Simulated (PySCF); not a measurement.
Molecule: Al(F)2(Ph), SMILES [F][Al]([c]1ccccc1)[F] (C6H5AlF2). Atoms near the plane z = 0.8 Å, at the PBE0/def2-SVP optimised geometry (x, y, z in Å): Al1 (-2.5, 0.0, 0.0), F2 (-3.4, 1.4, 0.0), F3 (-3.3, -1.4, 0.0), C4 (-0.6, 0.0, 0.0), C5 (0.2, -1.2, 0.0), C6 (1.5, -1.2, 0.0), C7 (2.3, 0.0, 0.0), C8 (1.6, 1.2, 0.0), C9 (0.2, 1.2, 0.0), H10 (-0.4, -2.2, 0.0), H11 (2.1, -2.2, -0.1), H12 (3.4, 0.0, 0.0), H13 (2.1, 2.1, 0.0), H14 (-0.3, 2.2, 0.0).

Method: PBE0/def2-TZVP (PySCF). The values are rescaled to run from 0 to 1.

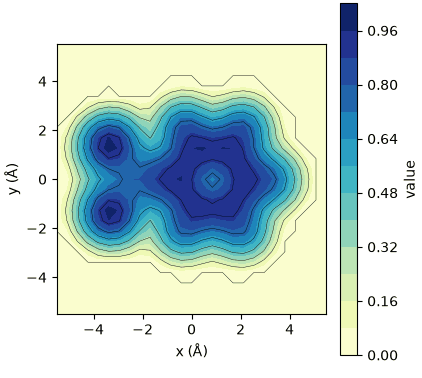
Figure. a field on the plane z = 0.8 Å.

Which quantity is mapped?
A. an orbital amplitude
B. Laplacian of the electron density
C. log10 of the electron density
D. electrostatic potential

C, log10 of the electron density. In full: log10 of the electron density (e/bohr³), floored at −4.
